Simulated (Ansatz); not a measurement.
# One shape, several levels: triplet CCl3F

Aim: a comparison of 6 runs (UHF/STO-3G, UHF/6-31G*, U-r2SCAN/6-31G*, UB2PLYP/6-31G*, UMP2/6-31G*, UCCSD(T)/6-31G*) of triplet CCl3F. 

The results are computed with Ansatz 0.2.0.

51 further runs of the same task are left out: 2 that didn't finish, 49 set aside as unsound or not needed. Runs told in other sessions of the task aren't counted.

### Step 1. The system as given

CCl3F has 5 atoms, charge 0, and is taken as a triplet. SMILES of the parent species: `FC(Cl)(Cl)Cl`. The shape is that of a PBE0-D4/def2-TZVP optimisation. That shape belongs to the parent species and isn't relaxed for this state.

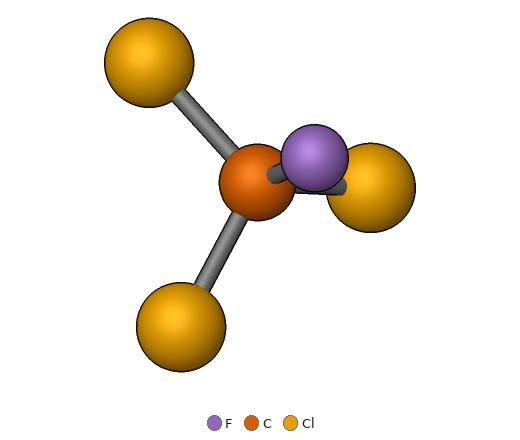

Viewed from a chosen angle; fluorine purple, carbon orange, chlorine amber.

### Step 2. The energy at UHF/STO-3G (run 1)

The input, input.yaml:

```yaml
basis:
  gaussian:
    orbitals: STO-3G
crystal:
  periodic: [false, false, false]
  atoms:
    - {symbol: F, position_ang: [0.911880, -0.820730, 0.677360]}
    - {symbol: C, position_ang: [0.044670, -0.040210, 0.033190]}
    - {symbol: Cl, position_ang: [-1.384510, 0.157610, 1.040990]}
    - {symbol: Cl, position_ang: [-0.379970, -0.814480, -1.489160]}
    - {symbol: Cl, position_ang: [0.807920, 1.517810, -0.262390]}
magnetization:
  spin_polarized: true
  initial_magnetization: 2
hamiltonian:
  xc: hf
accuracy: high
output:
  orbitals: {seedname: orbitals}
```

Command:

```bash
ansatz run input.yaml --threads 1 --pin off --max-ram 3480MiB --events-out events.jsonl --progress --plain --runs-dir runs
```

What it wrote:

```text
Warning: RAYON_NUM_THREADS=1 ignored (pool sized by the plan → 1); use --threads N
Functional definition: HF
  name "HF"
  exchange = exact_x
  correlation = 0
737 factors; integrals over basis functions are off by at most 3.4e-8 eV
mean field evaluation 1: about -40780.7180 eV, gradient 2.2e1 eV
mean field evaluation 2: about -40781.0065 eV, gradient 2.2e1 eV
mean field evaluation 4: about -40784.7756 eV, gradient 2.0e0 eV
mean field evaluation 8: about -40784.8711 eV, gradient 4.7e-2 eV
mean field evaluation 16: about -40785.9407 eV, gradient 1.4e0 eV
mean field evaluation 32: about -40785.1990 eV, gradient 1.4e0 eV
mean field evaluation 64: about -40785.7263 eV, gradient 1.6e0 eV
mean field evaluation 96: about -40785.9069 eV, gradient 1.2e0 eV
mean field evaluation 128: about -40785.1065 eV, gradient 9.7e-1 eV
mean field evaluation 160: about -40784.8672 eV, gradient 8.4e-3 eV
mean field evaluation 192: about -40786.2541 eV, gradient 2.6e-8 eV
mean field -40786.25415472 eV, -1498.8671942698 hartree, gradient 9.4e-8 eV, S^2 2.003927; 8 other end points of the search recorded, 0 dependent functions left out
reference -40786.25415472 eV, -1498.8671942698 hartree; 34, 32 occupied and 3, 5 virtual orbitals, 737 factors
Total energy: -40786.25415472 eV, -1498.8671942698 hartree
```

It took 3.6 s on 1 thread of Arm Neoverse V2, shared host; peak memory 0.13 GiB.

### Step 3. A single-point energy at UHF/6-31G(d) (spherical functions) (run 2)

input.yaml, as its differences from that of step 2:

```diff
@@ -1,4 +1 @@
-basis:
-  gaussian:
-    orbitals: STO-3G
 crystal:
@@ -11,2 +8,5 @@
     - {symbol: Cl, position_ang: [0.807920, 1.517810, -0.262390]}
+basis:
+  gaussian:
+    orbitals: 6-31G_st_-spherical.json
 magnetization:
@@ -17,3 +17,2 @@
 accuracy: high
-output:
-  orbitals: {seedname: orbitals}
+output: {orbitals: {seedname: orbitals}}
```

The basis set 6-31G* is read from a file made from the Basis Set Exchange's data (not shown).

Command:

```bash
ansatz run input.yaml --threads 1 --pin off --max-ram 3480MiB --events-out events.jsonl --progress --plain --runs-dir runs
```

What it wrote, cut to the lines that bear on the results:

```text
Warning: RAYON_NUM_THREADS=1 ignored (pool sized by the plan → 1); use --threads N
[... 2 set-up lines as earlier in the session ...]
[...]
1785 factors; integrals over basis functions are off by at most 3.3e-9 eV
[...]
mean field -41238.17673868 eV, -1515.4750429065 hartree, gradient 1.6e-8 eV, S^2 2.014054; 7 other end points of the search recorded, 0 dependent functions left out
reference -41238.17673868 eV, -1515.4750429065 hartree; 34, 32 occupied and 48, 50 virtual orbitals, 1785 factors
Total energy: -41238.17673868 eV, -1515.4750429065 hartree
```

Wall time 26 s (1 thread of Arm Neoverse V2, shared host); peak memory 0.37 GiB.

### Step 4. A single-point energy at U-r2SCAN/6-31G(d) (spherical functions) (run 3)

The input, molecule.yaml:

```yaml
crystal:
  periodic: [false, false, false]
  atoms:
    - {symbol: F, position_ang: [0.911880, -0.820730, 0.677360]}
    - {symbol: C, position_ang: [0.044670, -0.040210, 0.033190]}
    - {symbol: Cl, position_ang: [-1.384510, 0.157610, 1.040990]}
    - {symbol: Cl, position_ang: [-0.379970, -0.814480, -1.489160]}
    - {symbol: Cl, position_ang: [0.807920, 1.517810, -0.262390]}
basis:
  gaussian: {orbitals: 6-31G_st_-spherical.json}
magnetization: {spin_polarized: true, initial_magnetization: 2}
hamiltonian: {xc: r2scan}
accuracy: high
output: {orbitals: {seedname: orbitals}}
```

The basis set 6-31G* is read from a file made from the Basis Set Exchange's data (not shown).

Command:

```bash
ansatz run molecule.yaml --threads 1 --pin off --max-ram 3480MiB --events-out events.jsonl --progress --plain --runs-dir runs
```

What it wrote, cut to the lines that bear on the results:

```text
Warning: RAYON_NUM_THREADS=1 ignored (pool sized by the plan → 1); use --threads N
Functional definition: r2SCAN
  name "r2SCAN"
[...]
1785 factors; integrals over basis functions are off by at most 3.3e-9 eV
[...]
mean field -41309.77698980 eV, -1518.1063036026 hartree, gradient 4.8e-8 eV, S^2 2.003946; 11 other end points of the search recorded, 0 dependent functions left out
reference -41309.77699096 eV, -1518.1063036453 hartree; 34, 32 occupied and 48, 50 virtual orbitals, 1785 factors
Total energy: -41309.77699096 eV, -1518.1063036453 hartree
```

Run time: 2.1 min. Hardware: 1 thread of Arm Neoverse V2, shared host; peak memory 0.45 GiB.

Runs 4 to 5 aren't shown in full; the table further down has their settings and results.

### Step 5. The energy at UCCSD(T)/6-31G(d) (spherical functions) (run 6)

The input, job.yaml:

```yaml
crystal:
  periodic: [false, false, false]
  atoms:
    - {symbol: F, position_ang: [0.911880, -0.820730, 0.677360]}
    - {symbol: C, position_ang: [0.044670, -0.040210, 0.033190]}
    - {symbol: Cl, position_ang: [-1.384510, 0.157610, 1.040990]}
    - {symbol: Cl, position_ang: [-0.379970, -0.814480, -1.489160]}
    - {symbol: Cl, position_ang: [0.807920, 1.517810, -0.262390]}
basis:
  gaussian: {orbitals: 6-31G_st_-spherical.json}
correlation: {method: ccsd_t, frozen_orbitals: {C: 1, Cl: 5, F: 1}}
magnetization: {spin_polarized: true, initial_magnetization: 2}
total_charge: 0
accuracy: high
scf: {omitted_lower_state_checks: [cluster_reference, increment]}
```

The basis set 6-31G* is read from a file made from the Basis Set Exchange's data (not shown).

Command:

```bash
ansatz run job.yaml --threads 1 --pin off --max-ram 3480MiB --events-out events.jsonl --progress --plain --runs-dir runs
```

What it wrote:

```text
Warning: RAYON_NUM_THREADS=1 ignored (pool sized by the plan → 1); use --threads N
[... 20 lines left out ...]
17 core orbitals not correlated: weight in the atoms' cores, before any rotation towards them, 1.000 or more for the frozen orbitals, at most 0.000 for the correlated occupied ones
[... 44 lines left out ...]
Total energy: -41258.20403550 eV, -1516.2110324894 hartree
Checks for a lower state left out: cluster_reference, increment
```

Wall time 2.2 min (1 thread of Arm Neoverse V2, shared host); peak memory 0.67 GiB.

### Step 6. All runs side by side

```csv
run,level,frozen core orbitals,energy (Eh),HOMO energy (eV),⟨S²⟩,wall time
1,UHF/STO-3G,–,-1498.867194,-4.66,2.004,3.6 s
2,UHF/6-31G* (spherical functions),–,-1515.475043,-6.70,2.014,26 s
3,U-r2SCAN/6-31G* (spherical functions),–,-1518.106304,-2.54,2.004,2.1 min
4,UB2PLYP/6-31G* (spherical functions),17,-1517.663492,-4.54,2.009,65 s
5,UMP2/6-31G* (spherical functions),17,-1516.144743,–,2.014,47 s
6,UCCSD(T)/6-31G* (spherical functions),17,-1516.211032,–,2.014,2.2 min
```

### Step 7. Summary of results

| quantity | value |
| --- | --- |
| run 6: total energy | -1516.21103 Eh |
| run 6: correlation energy (17 core orbitals frozen) | -736.0 mEh |
| run 6: (T) correction | -22.71 mEh |
| run 6: ⟨S²⟩ of the reference determinant | 2.014 |
| run 6: T1 diagnostic | 0.029 |

What this shows: Below the UHF energy at the same shape and in the same basis (6-31G*): UMP2 -669.7 mEh; UCCSD(T) -736.0 mEh. Totals of different functionals can't be ranked against each other. In run 1 the basis is minimal, so the values are rough. All runs together took 6.7 min, the longest 2.2 min.
